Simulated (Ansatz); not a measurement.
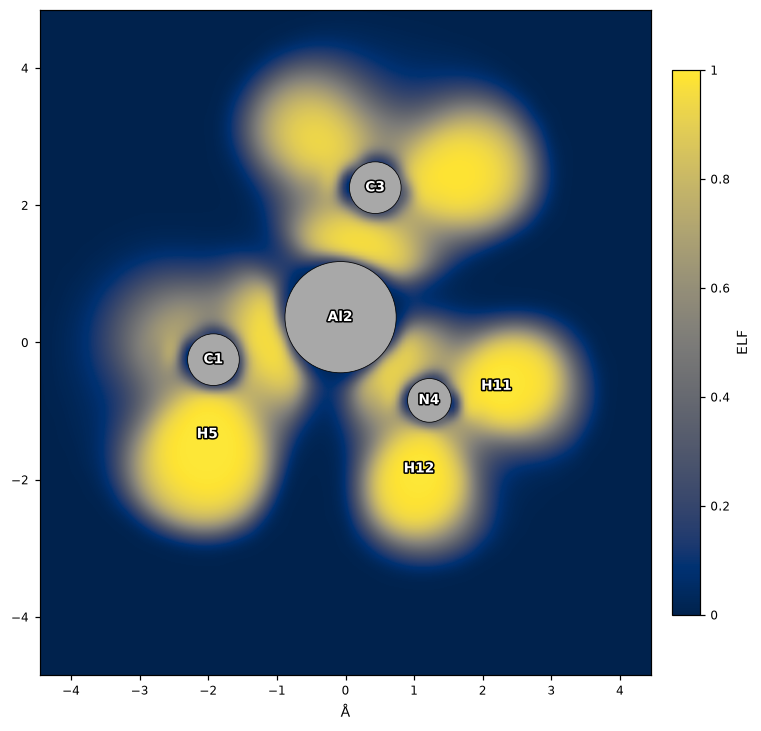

C₂H₈AlN. Electron localisation function on the plane of atoms Al2, N4 and H12. Grey discs cover the atomic cores.

Geometry: PBE0-D4/def2-TZVP.

These are results of RKS PBE0-D4/def2-TZVPP (Ansatz), not measurements.

Input

```
crystal:
  periodic: [false, false, false]
  atoms:
    - {symbol: C, position_ang: [-0.453898, 1.614732, -0.831267]}
    - {symbol: Al, position_ang: [-0.083219, -0.142412, -0.061747]}
    - {symbol: C, position_ang: [1.167957, -0.432341, 1.411195]}
    - {symbol: N, position_ang: [-0.916656, -1.553492, -0.741534]}
    - {symbol: H, position_ang: [-1.129424, 1.567027, -1.689329]}
    - {symbol: H, position_ang: [-0.910055, 2.279724, -0.090118]}
    - {symbol: H, position_ang: [0.466806, 2.106972, -1.161210]}
    - {symbol: H, position_ang: [2.192318, -0.534840, 1.036566]}
    - {symbol: H, position_ang: [0.942322, -1.340145, 1.977385]}
    - {symbol: H, position_ang: [1.174254, 0.406648, 2.113033]}
    - {symbol: H, position_ang: [-0.807378, -2.501137, -0.418417]}
    - {symbol: H, position_ang: [-1.566126, -1.525836, -1.510758]}
basis:
  gaussian: {orbitals: def2-TZVPP}
hamiltonian: {xc: pbe0, dispersion: d4}
output: {orbitals: {seedname: orbitals}}
```

Run with:

```sh
ansatz run in.yaml --threads 4 --pin off --events-out ev --progress --plain --max-ram 10444MiB
```

> Interpret the plot.

- The section cuts through C, Al, N and H sites.
- Al–N (1.77 Å): the ELF peaks at about 0.90 in the valence shell of N, 0.7 Å from its nucleus, and is about 0.65 at the midpoint.
- C–Al (1.95 Å): the ELF peaks at about 0.95 between the atoms (a shared but strongly polarised pair).
- N–H (1.01 Å): the ELF climbs to about 1 towards the hydrogen, as it does in any bond to H; an ordinary covalent bond to hydrogen.
- C–H (1.09 Å): the ELF climbs to about 1 towards the hydrogen; a covalent bond by its length.
